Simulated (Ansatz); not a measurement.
**Nudged elastic band, with input and output: C$_{2}$H$_{9}$OPSi**

System: C$_{2}$H$_{9}$OPSi, SMILES CCO[SiH2]P.
Method: RKS PBE/def2-SVP (Ansatz 0.2.0).

One setting was made poor on purpose. It belongs to a series of runs on one base structure; here: band between the two ends. Figures and captions count atoms from 1; the log counts them from 0 in places.

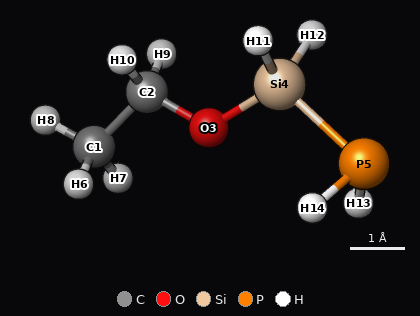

Fig. 1: The input geometry (ball-and-stick view, seen at a tilt; atoms are numbered from 1 in the order of the input). Bond lengths as drawn: C–C 1.52 Å, C–H 1.11 to 1.12 Å, C–O 1.43 Å, H–P 1.44 Å, H–Si 1.51 Å, O–Si 1.68 Å and P–Si 2.27 Å.

Input:
```yaml
crystal:
  periodic: [false, false, false]
  atoms:
    - { symbol: C, position_ang: [-1.045887, -0.223415, 2.078642] }
    - { symbol: C, position_ang: [0.073322, -0.621274, 1.130565] }
    - { symbol: O, position_ang: [-0.067563, 0.09599, -0.093691] }
    - { symbol: Si, position_ang: [1.000031, -0.071481, -1.38576] }
    - { symbol: P, position_ang: [0.355525, 1.251171, -3.108731] }
    - { symbol: H, position_ang: [-2.034218, -0.452313, 1.632303] }
    - { symbol: H, position_ang: [-1.008922, 0.863805, 2.290759] }
    - { symbol: H, position_ang: [-0.95847, -0.771695, 3.038381] }
    - { symbol: H, position_ang: [1.065345, -0.404634, 1.595745] }
    - { symbol: H, position_ang: [0.042828, -1.721431, 0.94061] }
    - { symbol: H, position_ang: [1.035147, -1.501659, -1.869043] }
    - { symbol: H, position_ang: [2.399609, 0.322829, -0.978556] }
    - { symbol: H, position_ang: [0.146458, 2.382169, -2.240348] }
    - { symbol: H, position_ang: [-1.016305, 0.822638, -3.002077] }
basis:
  gaussian: { orbitals: def2-SVP }
hamiltonian:
  xc: pbe
neb:
  order_check: false
  images: 9
  f_tol: 0.2
  max_iterations: 60
  initial_path: idpp
  final_atoms:
    - { symbol: C, position_ang: [-0.90287052, -0.74118124, 1.85513485] }
    - { symbol: C, position_ang: [0.24900583, 0.12627613, 1.36093789] }
    - { symbol: O, position_ang: [0.0515036, 0.5900608, 0.02750334] }
    - { symbol: Si, position_ang: [0.44749666, -0.2818978, -1.35723238] }
    - { symbol: P, position_ang: [0.48758848, 1.089754, -3.16094453] }
    - { symbol: H, position_ang: [-0.99254014, -1.67595708, 1.26408769] }
    - { symbol: H, position_ang: [-1.86359861, -0.19380238, 1.77682896] }
    - { symbol: H, position_ang: [-0.74989158, -1.02426764, 2.91683564] }
    - { symbol: H, position_ang: [0.3451425, 1.0293506, 2.00255954] }
    - { symbol: H, position_ang: [1.21444588, -0.42924313, 1.44568799] }
    - { symbol: H, position_ang: [-0.5491045, -1.37651605, -1.65072144] }
    - { symbol: H, position_ang: [1.80789652, -0.91605806, -1.18692567] }
    - { symbol: H, position_ang: [1.22659721, 2.10373584, -2.45228365] }
    - { symbol: H, position_ang: [-0.78477133, 1.670446, -2.81266922] }
```

Run on 2 threads of Arm Neoverse V1, 24 GiB of memory available, shared host.

Command:
```bash
ansatz run input.yaml --threads 2 --pin off --max-ram 3072MiB --backend cpu --events-out ev --progress --plain --runs-dir out
```

Log:
```
Engine: ansatz 0.2.0, aarch64-unknown-linux-gnu
Functional definition: PBE
  parameter kappa = 0.804
  parameter beta = 0.06672455060314922
  exchange = pbe_x(kappa = kappa, mu = beta*pi^2/3)
  correlation = pbe_c(beta = beta)
1384 factors; their error is unknown
mean field evaluation 1: about -21403.6806 eV, gradient 6.2e1 eV
mean field evaluation 2: about -21374.3628 eV, gradient 1.3e2 eV
mean field evaluation 4: about -21412.4634 eV, gradient 9.5e0 eV
mean field evaluation 8: about -21412.6462 eV, gradient 1.5e-1 eV
mean field evaluation 16: about -21412.5776 eV, gradient 3.0e-4 eV
mean field -21412.57755090 eV, -786.8977110293 hartree, gradient 2.4e-5 eV, S^2 0.000000; 0 other end points of the search recorded, 0 dependent functions left out
the calculation of the forces begins
reference -21412.57759011 eV, -786.8977124701 hartree; 29, 29 occupied and 94, 94 virtual orbitals, 1384 factors
1384 factors; their error is unknown
mean field evaluation 32: about -21412.5563 eV, gradient 7.6e-3 eV
mean field -21412.55633276 eV, -786.8969312768 hartree, gradient 2.3e-5 eV, S^2 0.000000; 0 other end points of the search recorded, 0 dependent functions left out
[... from here on the field's lines of each further geometry are left out, up to the last ...]
NEB iter   1: max|band force component| = 6.026e-1 eV/Å  barrier→ = 0.0727 eV  barrier← = 0.0515 eV  Δτ_max = 0.0970 Å  (313 SCF iters)
NEB iter   2: max|band force component| = 2.379e-1 eV/Å  barrier→ = 0.0480 eV  barrier← = 0.0268 eV  CI = image 6  Δτ_max = 0.0418 Å  (268 SCF iters)
the calculation of the forces begins
reference -21412.55396517 eV, -786.8968442698 hartree; 29, 29 occupied and 94, 94 virtual orbitals, 1384 factors
1384 factors; their error is unknown
mean field evaluation 512: about -21412.6105 eV, gradient 3.8e-2 eV
mean field -21412.54150694 eV, -786.8963864382 hartree, gradient 1.4e-5 eV, S^2 0.000000; 1 other end points of the search recorded, 0 dependent functions left out
the calculation of the forces begins
reference -21412.54154547 eV, -786.8963878542 hartree; 29, 29 occupied and 94, 94 virtual orbitals, 1384 factors
NEB iter   3: max|band force component| = 1.362e-1 eV/Å  barrier→ = 0.0360 eV  barrier← = 0.0148 eV  CI = image 6  Δτ_max = 0.0000 Å  (541 SCF iters)
```

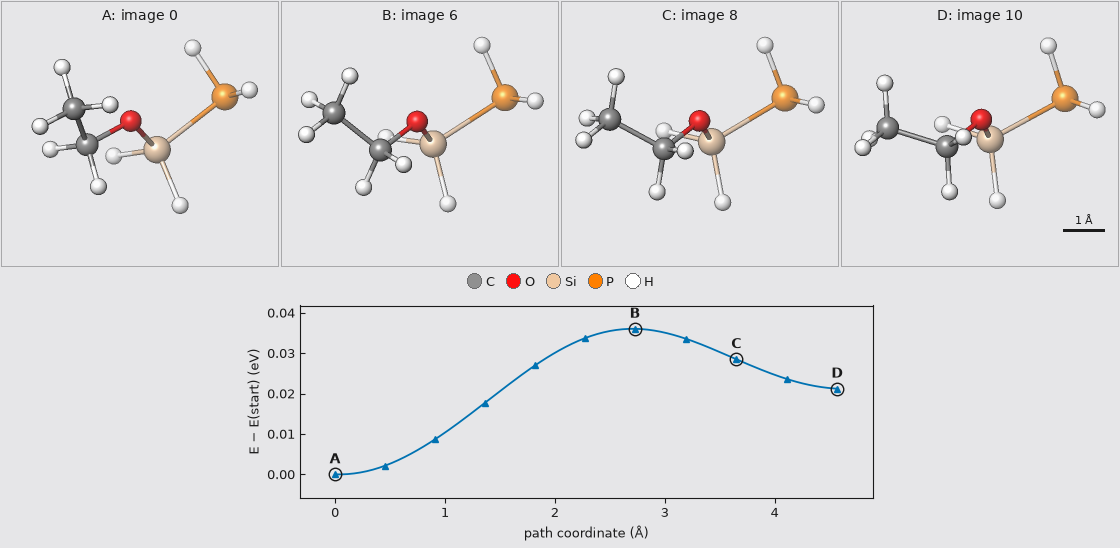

Fig. 2: Images of the last band (counted from 0; ball-and-stick, seen at a tilt) above the energy along the path; the line is a cubic interpolation that uses the forces. The highest image is number 6, 0.036 eV above the start and 0.015 eV above the end (the climbing image); the end lies 0.021 eV above the start. The path is 4.57 Å long. The band converged in 3 iterations.

```
Total energy: -21412.54154547 eV, -786.8963878542 hartree
Atom 0 at    -1.074261    -0.654744     1.920721 Å, force    -0.018504    -0.009538    -0.003890 eV/Å
Atom 1 at     0.243171    -0.243322     1.279890 Å, force     0.016868    -0.036074     0.128141 eV/Å
Atom 2 at     0.015556     0.397619     0.026984 Å, force     0.028502     0.015247    -0.115413 eV/Å
Atom 3 at     0.718188    -0.144008    -1.405744 Å, force    -0.006309     0.018096     0.020288 eV/Å
Atom 4 at     0.462177     1.372896    -3.068650 Å, force     0.008088    -0.004428    -0.026166 eV/Å
Atom 5 at    -1.605617    -1.397685     1.292197 Å, force    -0.003150    -0.003397    -0.001237 eV/Å
Atom 6 at    -1.739556     0.222807     2.047944 Å, force     0.014599     0.006027    -0.008015 eV/Å
Atom 7 at    -0.899329    -1.106533     2.918408 Å, force     0.000076     0.000366     0.008993 eV/Å
Atom 8 at     0.785507     0.470479     1.942328 Å, force    -0.013072    -0.001422    -0.000332 eV/Å
Atom 9 at     0.907671    -1.136009     1.174453 Å, force    -0.017478     0.021733    -0.021738 eV/Å
Atom 10 at     0.102491    -1.442095    -1.866819 Å, force    -0.006143    -0.008595    -0.000740 eV/Å
Atom 11 at     2.195594    -0.376606    -1.199719 Å, force     0.006476     0.003617    -0.015070 eV/Å
Atom 12 at     0.822780     2.476170    -2.215487 Å, force    -0.007167     0.001427     0.011889 eV/Å
Atom 13 at    -0.947470     1.531730    -2.817706 Å, force    -0.002785    -0.003059     0.023289 eV/Å
Dipole moment:    -0.017714    -0.096420     0.300213 e Å
this run last wrote the band of iteration 3 to [file]
```

The last band as extended XYZ (Å, eV, eV/Å):
```
14
Properties=species:S:1:pos:R:3:forces:R:3 image=0 energy=-21412.57755
C    -1.0459   -0.2234    2.0786    0.0009   0.0010  -0.0039
C     0.0733   -0.6213    1.1306    0.0046  -0.0077   0.0085
O    -0.0676    0.0960   -0.0937   -0.0091   0.0131  -0.0118
Si    1.0000   -0.0715   -1.3858    0.0032  -0.0017  -0.0014
P     0.3555    1.2512   -3.1087   -0.0024   0.0008   0.0025
H    -2.0342   -0.4523    1.6323   -0.0009  -0.0010  -0.0004
H    -1.0089    0.8638    2.2908    0.0000   0.0011   0.0002
H    -0.9585   -0.7717    3.0384   -0.0004   0.0003   0.0007
H     1.0653   -0.4046    1.5957    0.0056   0.0017   0.0049
H     0.0428   -1.7214    0.9406   -0.0012  -0.0073   0.0013
H     1.0351   -1.5017   -1.8690   -0.0015   0.0006   0.0001
H     2.3996    0.3228   -0.9786   -0.0017   0.0003   0.0008
H     0.1465    2.3822   -2.2403    0.0025   0.0005   0.0000
H    -1.0163    0.8226   -3.0021    0.0004  -0.0017  -0.0014
14
Properties=species:S:1:pos:R:3:forces:R:3 image=1 energy=-21412.57539
C    -1.0748   -0.2899    2.0616   -0.0028  -0.0004   0.0003
C     0.1124   -0.5621    1.1527   -0.0064  -0.0124   0.0466
O    -0.0607    0.1429   -0.0745    0.0185  -0.0012  -0.0454
Si    0.9639   -0.0898   -1.3929   -0.0086   0.0038   0.0128
P     0.3830    1.2745   -3.1045   -0.0005   0.0052  -0.0148
H    -2.0157   -0.6312    1.5855   -0.0022   0.0006   0.0017
H    -1.1683    0.7952    2.2667    0.0033   0.0033  -0.0017
H    -0.9574   -0.8210    3.0277   -0.0001   0.0012   0.0030
H     1.0595   -0.2402    1.6496    0.0010  -0.0012   0.0005
H     0.2072   -1.6601    0.9680   -0.0072   0.0005  -0.0102
H     0.8873   -1.5178   -1.8765    0.0047  -0.0029  -0.0008
H     2.3958    0.2033   -1.0137    0.0018   0.0077  -0.0053
H     0.2690    2.4220   -2.2405   -0.0002  -0.0022   0.0070
H    -1.0143    0.9452   -2.9802   -0.0012  -0.0020   0.0063
14
Properties=species:S:1:pos:R:3:forces:R:3 image=2 energy=-21412.56885
C    -1.0947   -0.3593    2.0412   -0.0151   0.0083  -0.0079
C     0.1470   -0.4998    1.1763   -0.0019  -0.0224   0.0761
O    -0.0513    0.1902   -0.0556    0.0216  -0.0028  -0.0695
Si    0.9236   -0.1067   -1.3991   -0.0077   0.0073   0.0150
P     0.4076    1.2972   -3.0991    0.0000   0.0062  -0.0236
H    -1.9747   -0.8037    1.5343   -0.0001   0.0016   0.0052
H    -1.3159    0.7091    2.2368    0.0079   0.0009  -0.0035
H    -0.9538   -0.8721    3.0138    0.0013  -0.0016   0.0123
H     1.0359   -0.0795    1.7054   -0.0003  -0.0030   0.0016
H     0.3653   -1.5819    1.0009   -0.0136   0.0040  -0.0189
H     0.7362   -1.5240   -1.8829    0.0071  -0.0054  -0.0005
H     2.3808    0.0823   -1.0513    0.0037   0.0136  -0.0097
H     0.3884    2.4515   -2.2373   -0.0006  -0.0034   0.0120
H    -1.0075    1.0674   -2.9548   -0.0023  -0.0033   0.0114
14
Properties=species:S:1:pos:R:3:forces:R:3 image=3 energy=-21412.55979
C    -1.1048   -0.4316    2.0170   -0.0224   0.0112  -0.0156
C     0.1775   -0.4358    1.2009    0.0059  -0.0325   0.1016
O    -0.0391    0.2399   -0.0358    0.0213   0.0000  -0.0930
Si    0.8787   -0.1205   -1.4039   -0.0066   0.0106   0.0191
P     0.4280    1.3193   -3.0923    0.0014   0.0051  -0.0288
H    -1.9115   -0.9684    1.4783   -0.0002   0.0021   0.0070
H    -1.4485    0.6062    2.2006    0.0117   0.0009  -0.0050
H    -0.9471   -0.9268    2.9959    0.0024  -0.0037   0.0198
H     0.9958    0.0737    1.7635   -0.0026  -0.0045   0.0025
H     0.5158   -1.4888    1.0375   -0.0186   0.0094  -0.0244
H     0.5814   -1.5191   -1.8860    0.0071  -0.0077  -0.0006
H     2.3533   -0.0372   -1.0901    0.0057   0.0163  -0.0132
H     0.5042    2.4716   -2.2312   -0.0019  -0.0034   0.0145
H    -0.9970    1.1883   -2.9256   -0.0030  -0.0039   0.0159
14
Properties=species:S:1:pos:R:3:forces:R:3 image=4 energy=-21412.55055
C    -1.1053   -0.5058    1.9883   -0.0112   0.0024   0.0024
C     0.2035   -0.3711    1.2264    0.0133  -0.0406   0.1221
O    -0.0235    0.2919   -0.0153    0.0221   0.0047  -0.1125
Si    0.8296   -0.1311   -1.4068   -0.0056   0.0136   0.0232
P     0.4442    1.3399   -3.0847    0.0030   0.0032  -0.0306
H    -1.8279   -1.1233    1.4180   -0.0088  -0.0020   0.0012
H    -1.5642    0.4889    2.1577    0.0108   0.0053  -0.0073
H    -0.9367   -0.9854    2.9737    0.0003   0.0021   0.0084
H     0.9399    0.2171    1.8236   -0.0065  -0.0053   0.0021
H     0.6572   -1.3823    1.0781   -0.0218   0.0170  -0.0265
H     0.4239   -1.5035   -1.8849    0.0039  -0.0093  -0.0012
H     2.3134   -0.1539   -1.1289    0.0072   0.0153  -0.0152
H     0.6159    2.4822   -2.2240   -0.0034  -0.0022   0.0147
H    -0.9832    1.3071   -2.8925   -0.0035  -0.0041   0.0193
14
Properties=species:S:1:pos:R:3:forces:R:3 image=5 energy=-21412.54380
C    -1.0955   -0.5807    1.9556    0.0017  -0.0036   0.0050
C     0.2257   -0.3068    1.2529    0.0122  -0.0437   0.1355
O    -0.0043    0.3451    0.0061    0.0254   0.0110  -0.1217
Si    0.7762   -0.1387   -1.4075   -0.0048   0.0151   0.0234
P     0.4554    1.3582   -3.0764    0.0051   0.0004  -0.0297
H    -1.7254   -1.2666    1.3547   -0.0129  -0.0068  -0.0041
H    -1.6615    0.3602    2.1061    0.0084   0.0097  -0.0078
H    -0.9218   -1.0458    2.9473   -0.0010   0.0030   0.0055
H     0.8693    0.3494    1.8845   -0.0101  -0.0044   0.0008
H     0.7884   -1.2643    1.1237   -0.0216   0.0220  -0.0249
H     0.2644   -1.4776   -1.8784   -0.0020  -0.0099  -0.0016
H     2.2609   -0.2672   -1.1663    0.0082   0.0112  -0.0156
H     0.7220    2.4836   -2.2177   -0.0051  -0.0001   0.0135
H    -0.9668    1.4220   -2.8558   -0.0035  -0.0039   0.0218
14
Properties=species:S:1:pos:R:3:forces:R:3 image=6 energy=-21412.54151
C    -1.0743   -0.6547    1.9207   -0.0185  -0.0095  -0.0039
C     0.2432   -0.2433    1.2799    0.0169  -0.0361   0.1281
O     0.0156    0.3976    0.0270    0.0285   0.0152  -0.1154
Si    0.7182   -0.1440   -1.4057   -0.0063   0.0181   0.0203
P     0.4622    1.3729   -3.0686    0.0081  -0.0044  -0.0262
H    -1.6056   -1.3977    1.2922   -0.0032  -0.0034  -0.0012
H    -1.7396    0.2228    2.0479    0.0146   0.0060  -0.0080
H    -0.8993   -1.1065    2.9184    0.0001   0.0004   0.0090
H     0.7855    0.4705    1.9423   -0.0131  -0.0014  -0.0003
H     0.9077   -1.1360    1.1745   -0.0175   0.0217  -0.0217
H     0.1025   -1.4421   -1.8668   -0.0061  -0.0086  -0.0007
H     2.1956   -0.3766   -1.1997    0.0065   0.0036  -0.0151
H     0.8228    2.4762   -2.2155   -0.0072   0.0014   0.0119
H    -0.9475    1.5317   -2.8177   -0.0028  -0.0031   0.0233
14
Properties=species:S:1:pos:R:3:forces:R:3 image=7 energy=-21412.54395
C    -1.0411   -0.7270    1.8840   -0.0289  -0.0156  -0.0186
C     0.2561   -0.1797    1.3051    0.0137  -0.0252   0.1098
O     0.0324    0.4482    0.0451    0.0317   0.0167  -0.0977
Si    0.6549   -0.1480   -1.4023   -0.0062   0.0149   0.0154
P     0.4642    1.3844   -3.0602    0.0087  -0.0052  -0.0234
H    -1.4664   -1.5183    1.2335    0.0041   0.0010   0.0022
H    -1.7973    0.0780    1.9801    0.0158   0.0043  -0.0049
H    -0.8676   -1.1630    2.8887    0.0019  -0.0039   0.0168
H     0.6894    0.5826    1.9921   -0.0141   0.0012  -0.0003
H     1.0144   -0.9971    1.2285   -0.0120   0.0186  -0.0174
H    -0.0608   -1.3985   -1.8502   -0.0130  -0.0067  -0.0004
H     2.1160   -0.4856   -1.2281    0.0070   0.0002  -0.0114
H     0.9176    2.4584   -2.2139   -0.0058   0.0028   0.0095
H    -0.9250    1.6364   -2.7736   -0.0030  -0.0030   0.0203
14
Properties=species:S:1:pos:R:3:forces:R:3 image=8 energy=-21412.54904
C    -0.9967   -0.7979    1.8480   -0.0230  -0.0207  -0.0081
C     0.2628   -0.1180    1.3277    0.0124  -0.0131   0.0807
O     0.0430    0.4965    0.0607    0.0282   0.0140  -0.0730
Si    0.5871   -0.1488   -1.3968   -0.0070   0.0135   0.0118
P     0.4630    1.3928   -3.0531    0.0083  -0.0058  -0.0185
H    -1.3109   -1.6278    1.1823    0.0047   0.0012  -0.0003
H    -1.8344   -0.0745    1.9096    0.0113   0.0044  -0.0035
H    -0.8245   -1.2172    2.8603    0.0009  -0.0018   0.0093
H     0.5828    0.6815    2.0332   -0.0134   0.0016  -0.0011
H     1.1046   -0.8516    1.2829   -0.0078   0.0131  -0.0125
H    -0.2241   -1.3453   -1.8293   -0.0131  -0.0043   0.0008
H     2.0243   -0.5879   -1.2497    0.0052  -0.0026  -0.0081
H     1.0082    2.4326   -2.2181   -0.0046   0.0029   0.0072
H    -0.8981    1.7365   -2.7289   -0.0022  -0.0024   0.0153
14
Properties=species:S:1:pos:R:3:forces:R:3 image=9 energy=-21412.55393
C    -0.9423   -0.8673    1.8126   -0.0094  -0.0158   0.0026
C     0.2628   -0.0594    1.3478    0.0081  -0.0045   0.0471
O     0.0464    0.5424    0.0741    0.0191   0.0065  -0.0467
Si    0.5159   -0.1459   -1.3894   -0.0070   0.0116   0.0114
P     0.4588    1.3993   -3.0464    0.0062  -0.0041  -0.0112
H    -1.1408   -1.7250    1.1376    0.0030  -0.0001  -0.0026
H    -1.8514   -0.2334    1.8356    0.0034   0.0035  -0.0021
H    -0.7730   -1.2689    2.8328   -0.0001   0.0003   0.0017
H     0.4673    0.7651    2.0663   -0.0092   0.0005  -0.0014
H     1.1765   -0.7025    1.3365   -0.0038   0.0063  -0.0071
H    -0.3846   -1.2834   -1.8044   -0.0089  -0.0020   0.0011
H     1.9223   -0.6821   -1.2660    0.0027  -0.0027  -0.0049
H     1.0951    2.3984   -2.2261   -0.0028   0.0021   0.0044
H    -0.8660    1.8335   -2.6821   -0.0013  -0.0016   0.0076
14
Properties=species:S:1:pos:R:3:forces:R:3 image=10 energy=-21412.55633
C    -0.8407   -0.9821    1.7706    0.0057   0.0011  -0.0007
C     0.2349    0.0206    1.3693   -0.0035  -0.0012   0.0051
O     0.0014    0.5875    0.0823    0.0053   0.0000  -0.0029
Si    0.4719   -0.1166   -1.3728   -0.0064  -0.0032   0.0014
P     0.3996    1.4144   -3.0424    0.0010   0.0018  -0.0015
H    -0.8503   -1.8625    1.0953    0.0015  -0.0007   0.0009
H    -1.8440   -0.5122    1.7338   -0.0024   0.0002  -0.0008
H    -0.6664   -1.3483    2.8032   -0.0002  -0.0018   0.0007
H     0.2534    0.8654    2.0921   -0.0005   0.0031  -0.0013
H     1.2435   -0.4576    1.4119   -0.0004  -0.0031   0.0005
H    -0.4284   -1.2590   -1.7752    0.0001   0.0022   0.0008
H     1.8806   -0.6476   -1.2485    0.0009  -0.0012   0.0006
H     1.0492    2.4168   -2.2365    0.0000   0.0024   0.0013
H    -0.9178    1.8519   -2.6544   -0.0011   0.0004  -0.0041
```

Results in brief:

| quantity | value |
| --- | --- |
| outcome | converged |
| barrier, forward | 0.036 eV |
| barrier, backward | 0.015 eV |
| wall time | 1.8 min (CPU time 3.6 min) |
| peak memory | 0.16 GiB |

Remarks:

A deliberately poor setting: loose force. The order of the saddle point was not checked.
